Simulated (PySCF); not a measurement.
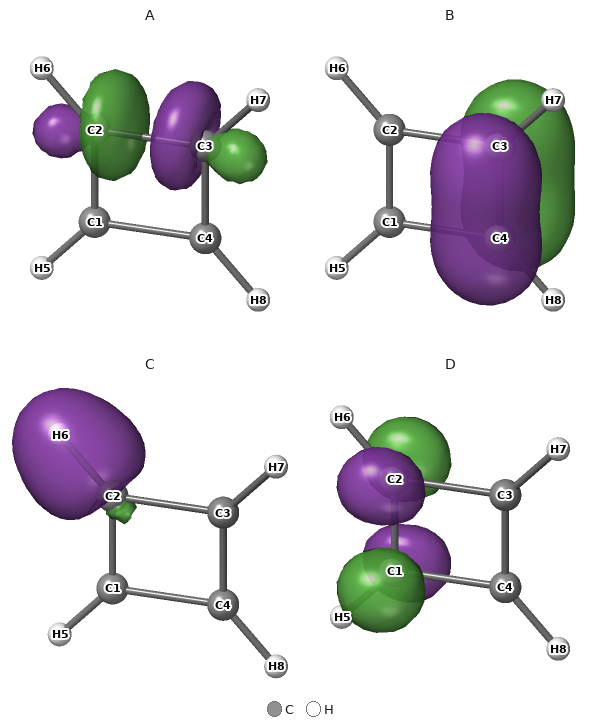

Figure. C₄H₄, SMILES `C1=CC=C1`. Intrinsic bond orbitals (IBO), occupied and valence-virtual; each surface holds about 70 % of the orbital's density. Energies are diagonal elements of the Fock matrix.

Computed with PySCF, M06-2X/6-31+G*, geometry: GFN2-xTB. This is a single-reference result, which may miss multireference character in this system. No frequency check shows the geometry to be a minimum.

> What does each orbital represent in a Lewis picture?

By panel:
- A: σ* orbital C2–C3 (C2 50 %, C3 50 %; 10.8 eV)
- B: π bond C3–C4 (C3 50 %, C4 50 %; −9.1 eV)
- C: σ bond C2–H6 (C2 59 %, H6 41 %; −16.2 eV)
- D: π* orbital C1–C2 (C1 50 %, C2 50 %; 2.6 eV)
